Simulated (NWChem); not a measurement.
## Energy and gradient calculation of CH₆ClFSi₂ (part 1 of 2)

- system: CH₆ClFSi₂, SMILES F[SiH2]C[SiH2]Cl
- method: HF/def2-SVP, RHF (NWChem 7.3.0)

The geometry comes from this level: PBE0-D4/def2-TZVP.

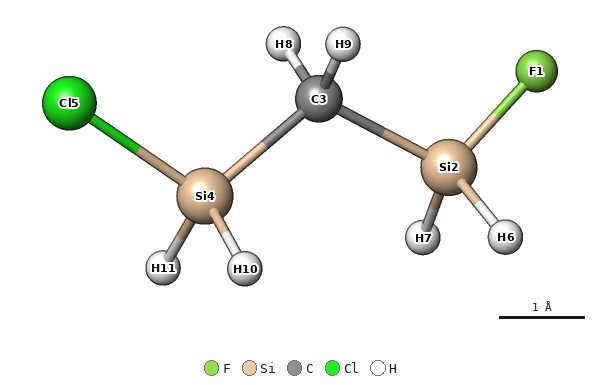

The input geometry (ball-and-stick view, seen at a tilt; atoms are numbered from 1 in the order of the input). Bond lengths as drawn: Cl–Si 2.06 Å, C–H 1.10 Å, C–Si 1.86 Å, F–Si 1.60 Å and H–Si 1.48 Å.

Summary

```json
{"quantity": "outcome", "value": "converged"}
{"quantity": "total energy", "value": "−1177.852513 hartree"}
{"quantity": "basis functions", "value": "112"}
{"quantity": "largest force", "value": "0.508 eV/Å"}
{"quantity": "HOMO", "value": "−12.05 eV"}
{"quantity": "LUMO", "value": "3.30 eV"}
{"quantity": "dipole moment", "value": "1.03 D"}
{"quantity": "hardware", "value": "1 thread of AMD EPYC (Zen 5), 16 GiB of memory available, shared host"}
{"quantity": "wall time", "value": "19 s"}
{"quantity": "peak memory", "value": "0.1 GiB"}
```

The input
```
start ch6clfsi2
title "CH6ClFSi2"
memory 2200 mb

geometry noautosym nocenter noautoz
F       -2.790400      -0.889600       0.264600
Si      -1.446100      -0.535600      -0.530700
C       -0.153600       0.021300       0.680700
Si       1.500200       0.473500      -0.040400
Cl       2.776900       1.058700       1.464100
H       -1.770700       0.539900      -1.499000
H       -1.015600      -1.761000      -1.246800
H        0.003200      -0.778400       1.413600
H       -0.537600       0.892700       1.223400
H        1.378700       1.608300      -0.986100
H        2.120300      -0.686900      -0.722800
end

basis spherical bse
* library def2-SVP
end

scf
thresh 1e-08
maxiter 80
end

task scf gradient
```

Launch command:
```bash
nwchem ch6clfsi2.nw > ch6clfsi2.out
```

The program's output
```
Northwest Computational Chemistry Package (NWChem) 7.3.0
             --------------------------------------------------------

           Job information
           ---------------

    nwchem branch   = 7.3.0
    use scalapack   = T
    input           = ch6clfsi2.nw
    prefix          = ch6clfsi2.
    data base       = ./ch6clfsi2.db
    status          = startup
    nproc           =        1

           Memory information
           ------------------

    heap     =     72089598 doubles =      550.0 Mbytes
    stack    =     72089595 doubles =      550.0 Mbytes
    global   =    144179200 doubles =     1100.0 Mbytes (distinct from heap & stack)
    total    =    288358393 doubles =     2200.0 Mbytes
    verify   = yes
    hardfail = no

           Directory information
           ---------------------

  0 permanent = .
  0 scratch   = .

                                NWChem Input Module
                                -------------------

                                     CH6ClFSi2
                                     ---------

 Scaling coordinates for geometry "geometry" by  1.889725989
 (inverse scale =  0.529177249)

                             Geometry "geometry" -> ""
                             -------------------------

 Output coordinates in angstroms (scale by  1.889725989 to convert to a.u.)

  No.       Tag          Charge          X              Y              Z
 ---- ---------------- ---------- -------------- -------------- --------------
    1 F                    9.0000    -2.79040000    -0.88960000     0.26460000
    2 Si                  14.0000    -1.44610000    -0.53560000    -0.53070000
    3 C                    6.0000    -0.15360000     0.02130000     0.68070000
    4 Si                  14.0000     1.50020000     0.47350000    -0.04040000
    5 Cl                  17.0000     2.77690000     1.05870000     1.46410000
    6 H                    1.0000    -1.77070000     0.53990000    -1.49900000
    7 H                    1.0000    -1.01560000    -1.76100000    -1.24680000
    8 H                    1.0000     0.00320000    -0.77840000     1.41360000
    9 H                    1.0000    -0.53760000     0.89270000     1.22340000
   10 H                    1.0000     1.37870000     1.60830000    -0.98610000
   11 H                    1.0000     2.12030000    -0.68690000    -0.72280000

      Atomic Mass
      -----------

      F                 18.998400
      Si                27.976930
      C                 12.000000
      Cl                34.968850
      H                  1.007825

 Effective nuclear repulsion energy (a.u.)     341.5349696372

            Nuclear Dipole moment (a.u.)
            ----------------------------
        X                 Y               Z
 ---------------- ---------------- ----------------
    41.7776842103    17.1294212235    40.7088551912

            XYZ format geometry
            -------------------
    11
 geometry
 F                    -2.79040000    -0.88960000     0.26460000
 Si                   -1.44610000    -0.53560000    -0.53070000
 C                    -0.15360000     0.02130000     0.68070000
 Si                    1.50020000     0.47350000    -0.04040000
 Cl                    2.77690000     1.05870000     1.46410000
 H                    -1.77070000     0.53990000    -1.49900000
 H                    -1.01560000    -1.76100000    -1.24680000
 H                     0.00320000    -0.77840000     1.41360000
 H                    -0.53760000     0.89270000     1.22340000
 H                     1.37870000     1.60830000    -0.98610000
 H                     2.12030000    -0.68690000    -0.72280000

 ==============================================================================
                                internuclear distances
 ------------------------------------------------------------------------------
       center one      |      center two      | atomic units |  angstroms
 ------------------------------------------------------------------------------
    2 Si               |   1 F                |     3.02649  |     1.60155
    3 C                |   2 Si               |     3.50909  |     1.85693
    4 Si               |   3 C                |     3.51485  |     1.85998
    5 Cl               |   4 Si               |     3.88932  |     2.05814
    6 H                |   2 Si               |     2.80271  |     1.48313
    7 H                |   2 Si               |     2.80275  |     1.48315
    8 H                |   3 C                |     2.07117  |     1.09601
    9 H                |   3 C                |     2.07123  |     1.09605
   10 H                |   4 Si               |     2.80093  |     1.48219
   11 H                |   4 Si               |     2.80083  |     1.48213
 ------------------------------------------------------------------------------
                         number of included internuclear distances:         10
 ==============================================================================

 ==============================================================================
                                 internuclear angles
 ------------------------------------------------------------------------------
        center 1       |       center 2       |       center 3       |  degrees
 ------------------------------------------------------------------------------
    1 F                |   2 Si               |   3 C                |   109.06
    1 F                |   2 Si               |   6 H                |   107.50
    1 F                |   2 Si               |   7 H                |   107.50
    3 C                |   2 Si               |   6 H                |   111.15
    3 C                |   2 Si               |   7 H                |   111.15
    6 H                |   2 Si               |   7 H                |   110.33
    2 Si               |   3 C                |   4 Si               |   116.03
    2 Si               |   3 C                |   8 H                |   108.48
    2 Si               |   3 C                |   9 H                |   108.52
    4 Si               |   3 C                |   8 H                |   108.03
    4 Si               |   3 C                |   9 H                |   108.07
    8 H                |   3 C                |   9 H                |   107.40
    3 C                |   4 Si               |   5 Cl               |   109.71
    3 C                |   4 Si               |  10 H                |   111.14
    3 C                |   4 Si               |  11 H                |   111.11
    5 Cl               |   4 Si               |  10 H                |   107.43
    5 Cl               |   4 Si               |  11 H                |   107.44
   10 H                |   4 Si               |  11 H                |   109.87
 ------------------------------------------------------------------------------
                            number of included internuclear angles:         18
 ==============================================================================

 Summary of "ao basis" -> "" (spherical)
 ------------------------------------------------------------------------------
       Tag                 Description            Shells   Functions and Types
 ---------------- ------------------------------  ------  ---------------------
 *                          def2-SVP                  on all atoms

                      Basis "ao basis" -> "ao basis" (spherical)
                      -----
  [basis functions not shown]

 Summary of "ao basis" -> "ao basis" (spherical)
 ------------------------------------------------------------------------------
       Tag                 Description            Shells   Functions and Types
 ---------------- ------------------------------  ------  ---------------------
 F                          def2-SVP                 6       14   3s2p1d
 Si                         def2-SVP                 8       18   4s3p1d
 C                          def2-SVP                 6       14   3s2p1d
 Cl                         def2-SVP                 8       18   4s3p1d
 H                          def2-SVP                 3        5   2s1p

                                 NWChem SCF Module
                                 -----------------

                                     CH6ClFSi2

  ao basis        = "ao basis"
  functions       =   112
  atoms           =    11
  closed shells   =    33
  open shells     =     0
  charge          =   0.00
  wavefunction    = RHF
  input vectors   = atomic
  output vectors  = ./ch6clfsi2.movecs
  use symmetry    = F
  symmetry adapt  = F

 Summary of "ao basis" -> "ao basis" (spherical)
 ------------------------------------------------------------------------------
       Tag                 Description            Shells   Functions and Types
 ---------------- ------------------------------  ------  ---------------------
 F                          def2-SVP                 6       14   3s2p1d
 Si                         def2-SVP                 8       18   4s3p1d
 C                          def2-SVP                 6       14   3s2p1d
 Cl                         def2-SVP                 8       18   4s3p1d
 H                          def2-SVP                 3        5   2s1p

 Forming initial guess at       0.0s

      Superposition of Atomic Density Guess
      -------------------------------------

 Sum of atomic energies:       -1176.71360381

      Non-variational initial energy
      ------------------------------

 Total energy =   -1178.520952
 1-e energy   =   -2308.829222
 2-e energy   =     788.773301
 HOMO         =      -0.373214
 LUMO         =       0.036034

 Starting SCF solution at       0.3s

 ----------------------------------------------
         Quadratically convergent ROHF

 Convergence threshold     :          1.000E-08
 Maximum no. of iterations :           80
 Final Fock-matrix accuracy:          1.000E-10
 ----------------------------------------------

              iter       energy          gnorm     gmax       time
             ----- ------------------- --------- --------- --------
                 1    -1177.7787502785  9.96D-01  1.96D-01      1.2
                 2    -1177.8438197240  3.20D-01  6.36D-02      2.9
                 3    -1177.8524855531  1.50D-02  2.88D-03      4.9
                 4    -1177.8525133196  9.54D-05  1.91D-05      8.2
                 5    -1177.8525133207  3.94D-09  8.38D-10     14.7

       Final RHF  results
       ------------------

         Total SCF energy =  -1177.852513320717
      One-electron energy =  -2311.348273816423
      Two-electron energy =    791.960790858458
 Nuclear repulsion energy =    341.534969637248

        Time for solution =     14.4s

             Final eigenvalues
             -----------------

              1
    1 -104.7854
    2  -68.8112
    3  -68.8074
    4  -26.2770
    5  -11.2319
    6  -10.5500
    7   -8.0246
    8   -8.0220
    9   -8.0220
   10   -6.1766
   11   -6.1753
   12   -4.2887
   13   -4.2867
   14   -4.2866
   15   -4.2866
   16   -4.2849
   17   -4.2849
   18   -1.5598
   19   -1.0961
   20   -0.9706
   21   -0.7639
   22   -0.7112
   23   -0.6710
   24   -0.6658
   25   -0.6360
   26   -0.6059
   27   -0.5361
   28   -0.5212
   29   -0.5121
   30   -0.4870
   31   -0.4832
   32   -0.4489
   33   -0.4427
   34    0.1212
   35    0.1503
   36    0.1977
   37    0.2034
   38    0.2117
   39    0.2197
   40    0.2212
   41    0.2415
   42    0.2439
   43    0.2756

                       ROHF Final Molecular Orbital Analysis
                       -------------------------------------

 Vector   19  Occ=2.000000D+00  E=-1.096111D+00
              MO Center=  2.6D+00,  9.9D-01,  1.3D+00, r^2= 1.0D+00
   Bfn.  Coefficient  Atom+Function         Bfn.  Coefficient  Atom+Function
  ----- ------------  ---------------      ----- ------------  ---------------
    67      0.670586   5 Cl s                66     -0.506197   5 Cl s
    68      0.403760   5 Cl s                49      0.155485   4 Si s

 Vector   20  Occ=2.000000D+00  E=-9.706373D-01
              MO Center= -1.2D-01,  3.1D-02,  6.7D-01, r^2= 1.5D+00
   Bfn.  Coefficient  Atom+Function         Bfn.  Coefficient  Atom+Function
  ----- ------------  ---------------      ----- ------------  ---------------
    34      0.443513   3 C  s                33     -0.233319   3 C  s
    35      0.218215   3 C  s                93      0.177162   8 H  s
    98      0.177092   9 H  s                17      0.172294   2 Si s
    49      0.150842   4 Si s

 Vector   21  Occ=2.000000D+00  E=-7.638644D-01
              MO Center= -2.0D+00, -6.8D-01, -1.4D-02, r^2= 2.7D+00
   Bfn.  Coefficient  Atom+Function         Bfn.  Coefficient  Atom+Function
  ----- ------------  ---------------      ----- ------------  ---------------
    17      0.441005   2 Si s                 4     -0.375693   1 F  px
    16      0.270932   2 Si s                 6      0.246379   1 F  pz
     7      0.242322   1 F  px                9     -0.158468   1 F  pz

 Vector   22  Occ=2.000000D+00  E=-7.111857D-01
              MO Center=  1.2D+00,  3.8D-01,  6.2D-02, r^2= 4.2D+00
   Bfn.  Coefficient  Atom+Function         Bfn.  Coefficient  Atom+Function
  ----- ------------  ---------------      ----- ------------  ---------------
    49      0.504187   4 Si s                48      0.312355   4 Si s
   103      0.184471  10 H  s               108      0.184474  11 H  s
    67     -0.165144   5 Cl s

 Vector   23  Occ=2.000000D+00  E=-6.709611D-01
              MO Center= -2.6D+00, -8.3D-01,  1.8D-01, r^2= 1.1D+00
   Bfn.  Coefficient  Atom+Function         Bfn.  Coefficient  Atom+Function
  ----- ------------  ---------------      ----- ------------  ---------------
     5      0.569088   1 F  py                8     -0.403497   1 F  py
     4     -0.188573   1 F  px
```
